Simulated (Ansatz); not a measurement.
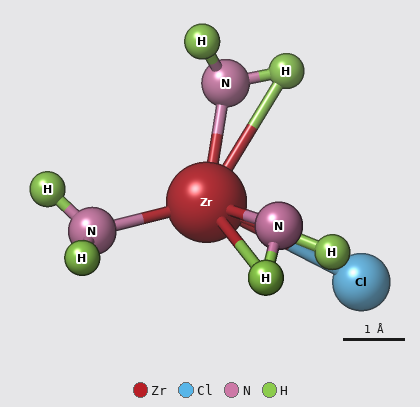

Figure 1. The starting structure (ball-and-stick view, seen at a tilt). Sticks mark near contacts. Bond lengths as drawn: Cl–Zr 3.06 Å, H–N 1.02 to 1.04 Å, H–Zr 2.33 to 2.60 Å and N–Zr 1.98 to 2.04 Å.

**Geometry relaxation, with input and output: ZrN₃H₆Cl (part 1 of 2)**

ZrN₃H₆Cl, computed with RKS PBE-D4/def2-SVP (Ansatz 0.2.0).

The input holds or restrains some coordinates. It belongs to a series of runs on one base structure; here: pulled along the bonds that form and break, towards end B.

### The input
```yaml
crystal:
  periodic: [false, false, false]
  atoms:
    - { symbol: Zr, position_ang: [0.0053, -0.5104, 0.0439] }
    - { symbol: Cl, position_ang: [0.138, -1.254, -2.9167] }
    - { symbol: "N", position_ang: [0.6664, 1.0218, -1.0145] }
    - { symbol: H, position_ang: [0.4706, 0.2722, -2.1014] }
    - { symbol: "N", position_ang: [1.1049, -0.6579, 1.735] }
    - { symbol: "N", position_ang: [-1.9695, -0.0989, 0.3309] }
    - { symbol: H, position_ang: [1.6951, 1.1619, -1.0204] }
    - { symbol: H, position_ang: [1.9038, -0.0259, 1.8636] }
    - { symbol: H, position_ang: [0.6261, -0.7046, 2.6396] }
    - { symbol: H, position_ang: [-2.2188, 0.6415, 1.0] }
    - { symbol: H, position_ang: [-2.422, 0.1543, -0.56] }
basis:
  gaussian: { orbitals: def2-SVP }
hamiltonian:
  xc: pbe
  dispersion: d4
relax:
  f_tol: 0.15
  max_steps: 25
  restrain:
    - { distance: [3, 1], at: 1.33, k: 30.0 }
    - { distance: [0, 1], at: 4.07, k: 30.0 }
    - { distance: [3, 2], at: 2.32, k: 30.0 }
```

Run as:
```bash
ansatz run input.yaml --threads 2 --pin off --max-ram 3072MiB --backend cpu --events-out ev --progress --plain --runs-dir out
```

### The program's output
```
The last accepted step is kept in [file] (removed where the run ends without a failure and the disk answers)
Engine: ansatz 0.2.0, x86_64-unknown-linux-gnu
Functional definition: PBE
  parameter kappa = 0.804
  parameter beta = 0.06672455060314922
  exchange = pbe_x(kappa = kappa, mu = beta*pi^2/3)
  correlation = pbe_c(beta = beta)
1337 factors; their error is unknown
mean field evaluation 1: about -18329.1003 eV, gradient 1.1e2 eV
mean field evaluation 2: about -18059.4924 eV, gradient 3.0e2 eV
mean field evaluation 4: about -18350.9549 eV, gradient 4.4e1 eV
mean field evaluation 8: about -18355.9810 eV, gradient 1.4e0 eV
mean field evaluation 16: about -18355.9283 eV, gradient 4.0e-3 eV
mean field -18355.92831646 eV, -674.5679235349 hartree, gradient 4.7e-6 eV, S^2 0.000000; 0 other end points of the search recorded, 0 dependent functions left out
the calculation of the forces begins
reference -18355.92840242 eV, -674.5679266938 hartree; 28, 28 occupied and 93, 93 virtual orbitals, 1337 factors
relax step   1: F+E_penalty+E_count = -18356.18113373 eV  Δ(F+E_penalty+E_count) = +0.000e0 eV  max|allowed force component| = 2.203e0 eV/Å  E_restraint = 32.79972926 eV  max|allowed force component, restraints' pulls added| = 2.825e1 eV/Å  Δτ_max = 0.0000 Å  (34 SCF iters, accepted)
  distance H 3 - Cl 1 = 1.7620 Å
  distance Zr 0 - Cl 1 = 3.0554 Å
  distance H 3 - N 2 = 1.3348 Å
these checks for a lower state are left out or cut short: starts, cluster_reference, orbital_swaps, neighbouring_geometries, increment
1337 factors; their error is unknown
mean field -18354.72126394 eV, -674.5235651730 hartree, gradient 1.7e-5 eV, S^2 0.000000; 0 other end points of the search recorded, 0 dependent functions left out
[... from here on the field's lines of each further geometry are left out, up to the last ...]
relax step   2: F+E_penalty+E_count = -18354.97225211 eV  Δ(F+E_penalty+E_count) = +1.209e0 eV  max|allowed force component| = 5.469e0 eV/Å  E_restraint = 15.52677336 eV  max|allowed force component, restraints' pulls added| = 2.011e1 eV/Å  Δτ_max = 0.1957 Å  (38 SCF iters, accepted)
relax step   3: F+E_penalty+E_count = -18354.34965062 eV  Δ(F+E_penalty+E_count) = +6.226e-1 eV  max|allowed force component| = 6.547e0 eV/Å  E_restraint = 5.81086395 eV  max|allowed force component, restraints' pulls added| = 1.134e1 eV/Å  Δτ_max = 0.1949 Å  (38 SCF iters, accepted)
relax step   4: F+E_penalty+E_count = -18354.31648949 eV  Δ(F+E_penalty+E_count) = +3.316e-2 eV  max|allowed force component| = 5.198e0 eV/Å  E_restraint = 1.02949078 eV  max|allowed force component, restraints' pulls added| = 5.343e0 eV/Å  Δτ_max = 0.1946 Å  (37 SCF iters, accepted)
relax step   5: F+E_penalty+E_count = -18354.81356521 eV  Δ(F+E_penalty+E_count) = -4.971e-1 eV  max|allowed force component| = 1.953e0 eV/Å  E_restraint = 0.06814822 eV  max|allowed force component, restraints' pulls added| = 1.160e0 eV/Å  Δτ_max = 0.1947 Å  (38 SCF iters, accepted)
relax step   6: F+E_penalty+E_count = -18355.17806602 eV  Δ(F+E_penalty+E_count) = -3.645e-1 eV  max|allowed force component| = 1.056e0 eV/Å  E_restraint = 0.00477960 eV  max|allowed force component, restraints' pulls added| = 1.106e0 eV/Å  Δτ_max = 0.1943 Å  (36 SCF iters, accepted)
relax step   7: F+E_penalty+E_count = -18355.36470932 eV  Δ(F+E_penalty+E_count) = -1.866e-1 eV  max|allowed force component| = 8.134e-1 eV/Å  E_restraint = 0.00282442 eV  max|allowed force component, restraints' pulls added| = 8.712e-1 eV/Å  Δτ_max = 0.2000 Å  (38 SCF iters, accepted)
relax step   8: F+E_penalty+E_count = -18355.52826900 eV  Δ(F+E_penalty+E_count) = -1.636e-1 eV  max|allowed force component| = 6.455e-1 eV/Å  E_restraint = 0.00229944 eV  max|allowed force component, restraints' pulls added| = 6.455e-1 eV/Å  Δτ_max = 0.2000 Å  (37 SCF iters, accepted)
relax step   9: F+E_penalty+E_count = -18355.65280434 eV  Δ(F+E_penalty+E_count) = -1.245e-1 eV  max|allowed force component| = 4.329e-1 eV/Å  E_restraint = 0.00204354 eV  max|allowed force component, restraints' pulls added| = 4.329e-1 eV/Å  Δτ_max = 0.2000 Å  (37 SCF iters, accepted)
relax step  10: F+E_penalty+E_count = -18355.70356650 eV  Δ(F+E_penalty+E_count) = -5.076e-2 eV  max|allowed force component| = 2.967e-1 eV/Å  E_restraint = 0.00218023 eV  max|allowed force component, restraints' pulls added| = 2.196e-1 eV/Å  Δτ_max = 0.2000 Å  (36 SCF iters, accepted)
relax step  11: F+E_penalty+E_count = -18355.70571170 eV  Δ(F+E_penalty+E_count) = -2.145e-3 eV  max|allowed force component| = 5.354e-1 eV/Å  E_restraint = 0.00243680 eV  max|allowed force component, restraints' pulls added| = 3.077e-1 eV/Å  Δτ_max = 0.0906 Å  (32 SCF iters, accepted)
relax step  12: F+E_penalty+E_count = -18355.69038270 eV  Δ(F+E_penalty+E_count) = +1.533e-2 eV  max|allowed force component| = 6.561e-1 eV/Å  E_restraint = 0.00674328 eV  max|allowed force component, restraints' pulls added| = 9.247e-1 eV/Å  Δτ_max = 0.1334 Å  (31 SCF iters, rejected (line search))
relax step  13: F+E_penalty+E_count = -18355.70745141 eV  Δ(F+E_penalty+E_count) = -1.740e-3 eV  max|allowed force component| = 3.944e-1 eV/Å  E_restraint = 0.00244611 eV  max|allowed force component, restraints' pulls added| = 1.739e-1 eV/Å  Δτ_max = 0.0667 Å  (32 SCF iters, accepted)
relax step  14: F+E_penalty+E_count = -18355.70655249 eV  Δ(F+E_penalty+E_count) = +8.989e-4 eV  max|allowed force component| = 2.976e-1 eV/Å  E_restraint = 0.00253222 eV  max|allowed force component, restraints' pulls added| = 7.962e-2 eV/Å  Δτ_max = 0.0697 Å  (31 SCF iters, rejected (line search))
the calculation of the forces begins
reference -18355.46527604 eV, -674.5509071132 hartree; 28, 28 occupied and 93, 93 virtual orbitals, 1337 factors
relax step  15: F+E_penalty+E_count = -18355.70992087 eV  Δ(F+E_penalty+E_count) = -2.469e-3 eV  max|allowed force component| = 3.066e-1 eV/Å  E_restraint = 0.00246920 eV  max|allowed force component, restraints' pulls added| = 6.914e-2 eV/Å  Δτ_max = 0.0348 Å  (32 SCF iters, accepted)
  distance H 3 - Cl 1 = 1.3266 Å
  distance Zr 0 - Cl 1 = 4.0619 Å
  distance H 3 - N 2 = 2.3107 Å
```

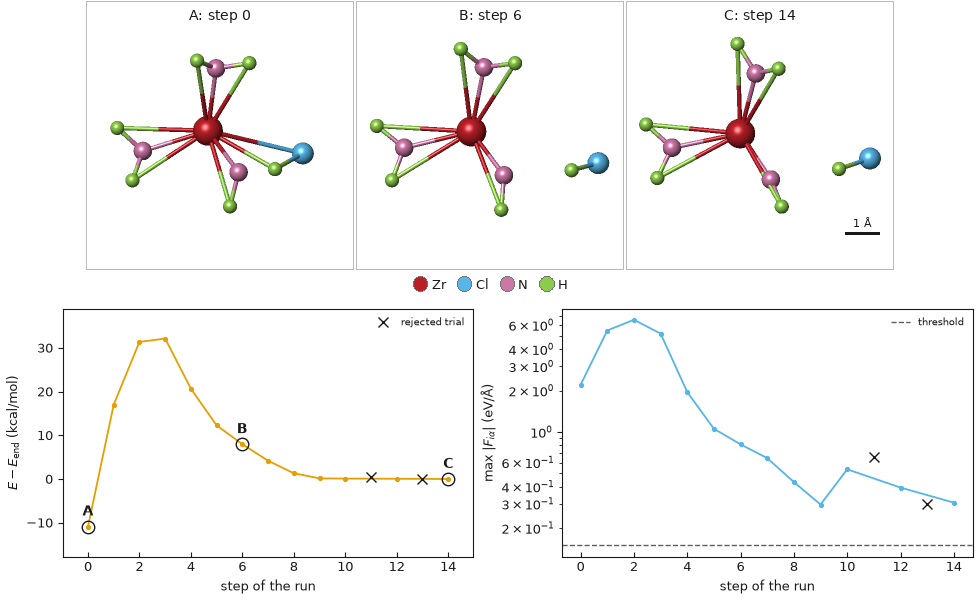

Figure 2. Frames of the restrained relaxation (ball-and-stick view, seen at a tilt) above the curves, on which the letters mark them (the first geometry is step 0 here and step 1 in the log).

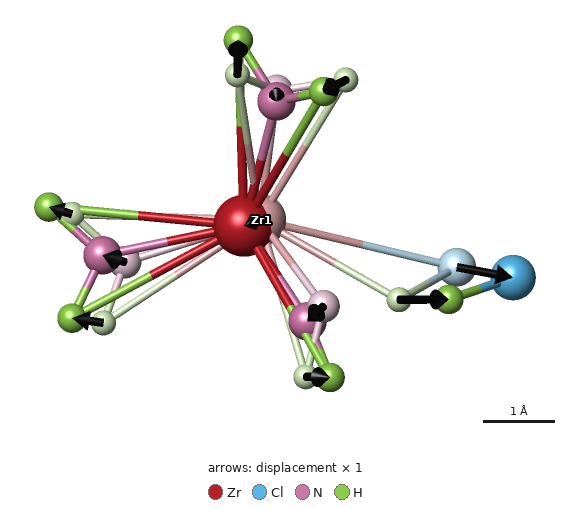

Figure 3. Start (faint) and end (solid) with the displacements as black arrows, at true length (ball-and-stick view, seen at a tilt). The two geometries are laid on each other by the best rigid fit. The energy rises by 10.9 kcal/mol in 14 geometry steps. Largest force component: 2.2 eV/Å at the start, 0.31 eV/Å at the end. The line search rejected the trial steps at points 11, 13 (counted from 0) and went back. The atom that moves furthest after the best rigid fit is H4 (0.93 Å). Largest moves by element: H 0.93 Å, Cl 0.81 Å, N 0.43 Å, Zr 0.26 Å. Among the contacts that change: Zr1–Cl2 3.055 → 4.062 Å, Zr1–H4 2.331 → 3.106 Å, Cl2–H4 1.762 → 1.327 Å, Zr1–H7 2.605 → 2.860 Å. New bonds form: Cl2–H4 (1.76 → 1.33 Å). Bonds break: Zr1–Cl2 (3.06 → 4.06 Å), Zr1–H4 (2.33 → 3.11 Å). Among the angles that change: Zr1–N3–H7 116.1° → 168.7°, Zr1–H7–N3 43.0° → 7.2°, Zr1–N6–H11 110.7° → 127.0°. (Atoms are counted from 1 in the order of the input.)

```
1337 factors; their error is unknown
mean field -18355.46518948 eV, -674.5509039323 hartree, gradient 1.9e-5 eV, S^2 0.000000; 1 other end points of the search recorded, 0 dependent functions left out
the calculation of the forces begins
reference -18355.46527604 eV, -674.5509071132 hartree; 28, 28 occupied and 93, 93 virtual orbitals, 1337 factors
Total energy: -18355.71000743 eV, -674.5599008260 hartree
Atom 0 at     0.113219    -0.397887     0.252114 Å, force     0.019368     0.011118    -0.306603 eV/Å
Atom 1 at     0.072235    -1.225687    -3.724344 Å, force     0.027914     0.117423     0.300441 eV/Å
Atom 2 at     0.993316     0.771905    -0.874649 Å, force    -0.080741    -0.162951    -0.224650 eV/Å
Atom 3 at     0.411135    -0.299095    -2.837590 Å, force     0.044846     0.065644     0.190436 eV/Å
Atom 4 at     1.043245    -0.470068     2.090557 Å, force     0.009740    -0.014175     0.009650 eV/Å
Atom 5 at    -1.869644     0.141028     0.314029 Å, force    -0.031538    -0.029309     0.023212 eV/Å
Atom 6 at     1.553867     1.500180    -1.329637 Å, force    -0.010081    -0.014398     0.006780 eV/Å
Atom 7 at     1.947678    -0.039309     2.316328 Å, force     0.006124     0.011910     0.003854 eV/Å
Atom 8 at     0.601451    -0.710400     2.987649 Å, force    -0.004435    -0.003515     0.012784 eV/Å
Atom 9 at    -2.538939    -0.146925     1.041520 Å, force     0.006783     0.002211    -0.008330 eV/Å
Atom 10 at    -2.327663     0.876259    -0.235977 Å, force     0.012019     0.016041    -0.007573 eV/Å
Dipole moment:    -0.148380    -0.267247     0.643792 e Å
```

### Trajectory as extended XYZ (Å, eV, eV/Å), 15 frames, from step=1 to step=15
```
11
Properties=species:S:1:pos:R:3:forces:R:3 step=1 energy=-18356.18113
Zr    0.0053   -0.5104    0.0439    0.0189   0.0625  -2.2031
Cl    0.1380   -1.2540   -2.9167   -0.0861  -0.0395   1.1233
N     0.6664    1.0218   -1.0145    0.0752  -1.6117  -1.3748
H     0.4706    0.2722   -2.1014    0.2184   1.2639   1.8168
N     1.1049   -0.6579    1.7350   -0.1444   0.3640   0.1382
N    -1.9695   -0.0989    0.3309    0.1606   0.0852   0.0883
H     1.6951    1.1619   -1.0204   -0.1219   0.2750  -0.0611
H     1.9038   -0.0259    1.8636    0.2600  -0.1094   0.0373
H     0.6261   -0.7046    2.6396   -0.0091  -0.2287   0.2974
H    -2.2188    0.6415    1.0000   -0.2573  -0.1193   0.1464
H    -2.4220    0.1543   -0.5600   -0.1142   0.0579  -0.0088
11
Properties=species:S:1:pos:R:3:forces:R:3 step=2 energy=-18354.97225
Zr   -0.0041   -0.4537    0.2006   -0.0643   1.0472  -5.4693
Cl    0.1616   -1.2361   -3.0734    0.1396   0.9730   1.3343
N     0.6795    1.0773   -0.9105   -0.7037  -2.4049  -0.4019
H     0.4350    0.1352   -2.2365   -0.1011  -0.0524   0.8355
N     1.1108   -0.6568    1.7495    1.1008   0.1637   2.2558
N    -1.9733   -0.0967    0.3351   -0.6222   0.2005   0.2931
H     1.7011    1.1666   -1.0186    0.2646   0.3147   0.0456
H     1.9077   -0.0256    1.8656    0.4143  -0.0611   0.1301
H     0.6267   -0.7063    2.6460    0.0279  -0.2406   0.6504
H    -2.2233    0.6414    1.0021   -0.4647  -0.0055   0.2547
H    -2.4218    0.1547   -0.5599    0.0087   0.0654   0.0718
```
